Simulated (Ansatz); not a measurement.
```yaml
atoms:
  - { symbol: Sr, position_ang: [0.0050, -0.0123, -0.0049] }
  - { symbol: Se, position_ang: [-2.5658, -0.9212, -0.2443] }
  - { symbol: Se, position_ang: [2.5607, 0.9336, 0.2492] }
```

Geometry: PBE-D4/def2-TZVPD; core potentials replace the inner electrons of Sr.

Theory: UKS PBE0-D4/def2-TZVPD (Ansatz).

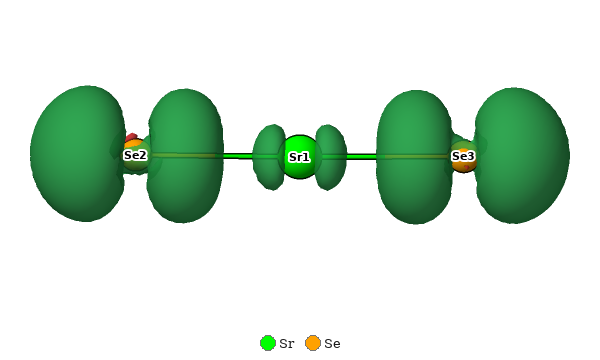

Se₂Sr (charge −1, doublet). Isosurfaces of the spin density (α minus β) at +0.015 (green) and −0.015 e/Å³ (red), seen from one side.

Where is the unpaired spin?

Answer. The unpaired spin (1 electron) lies mostly on Se2 (about 0.5) and Se3 (about 0.5), in electrons by Hirshfeld's partition.
